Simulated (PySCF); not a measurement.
# C2H2NSi (charge +1): what the fields show

```xyz
6

C    -3.6300    1.4210   -0.4292
C    -2.5608    2.0398   -0.0480
N    -1.5441    2.6281    0.3142
Si   -0.1834    3.4144    0.7971
H    -4.2411    0.8825    0.2989
H    -3.9256    1.4343   -1.4809
```

Geometry: PBE0-D3(BJ)/pcseg-1.

Computed with Gaussian-basis quantum chemistry of an isolated molecule with PySCF, energy and nuclear gradient, functional PBE0 (PySCF).

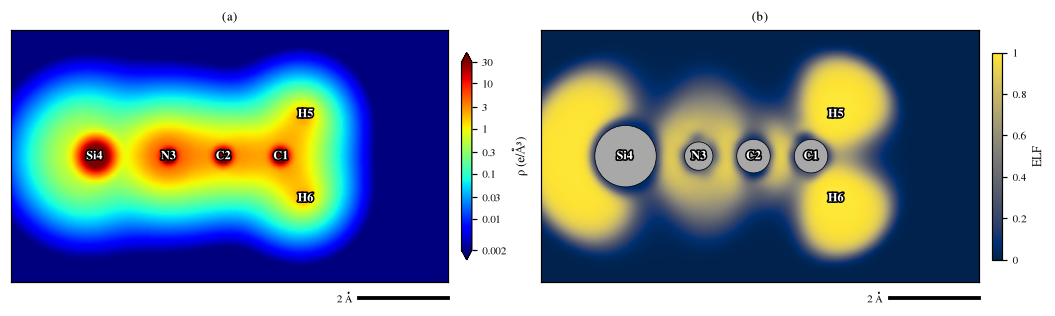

Figure 1. (a) electron density; (b) electron localisation function on the molecular plane. Grey discs cover the atomic cores in the ELF map.

Interpret the plot.

Answer. The section cuts through C, N, Si and H sites. C–N (1.23 Å): ρ at the midpoint is about 3 e/Å³; the ELF peaks at about 0.90 between the atoms (a multiple bond). C–C (1.29 Å): ρ at the midpoint is about 2.5 e/Å³; the ELF peaks at about 0.90 between the atoms: a short, multiple covalent bond. Si–N (1.64 Å): ρ at the midpoint is about 1.2 e/Å³; the ELF peaks at about 0.85 between the atoms, as expected for a short, strongly polar bond. C–H (1.09 Å): ρ is about 2 e/Å³ halfway; the ELF climbs to about 1 towards the hydrogen, as it does in any bond to H; a covalent bond by its length. The ELF also peaks beside Si4, away from the bonds: lone-pair regions.

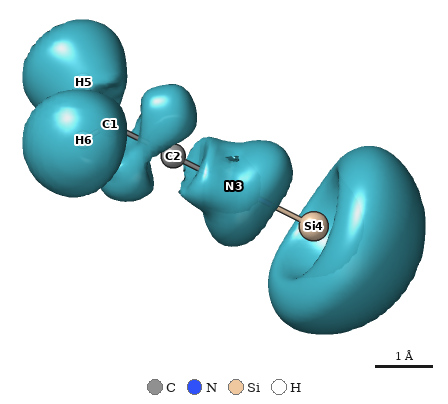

Figure 2. Isosurface of the electron localisation function at 0.75 (cyan), seen at an oblique angle. Only the valence region is drawn (cores and ρ < 0.01 e/Å³ removed).

Describe the localisation domains.

Answer. The surface consists of one region between bonded C–C atoms (shared pairs), two regions around hydrogen nuclei, one region on N in which the atom's valence shell and bonds are merged and one lobe on Si, pointing away from the bonds (lone pairs).

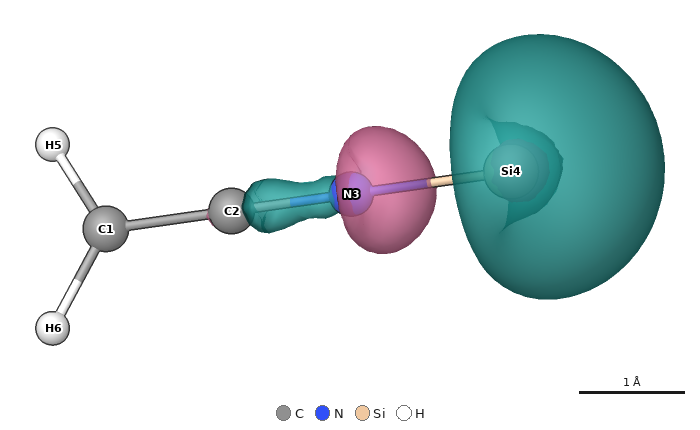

Figure 3. The HOMO−1 at ±0.2 Å⁻³ᐟ² (teal and pink are the two phases), seen at an oblique angle.

Where does this orbital lie, and at what energy?

Answer. By Hirshfeld shares it lies mainly on Si4 (about 85 %) and N3 (about 10 %); it is symmetric in the molecular plane (an in-plane orbital: σ, lone-pair or in-plane π type). Its energy is −15.37 eV.
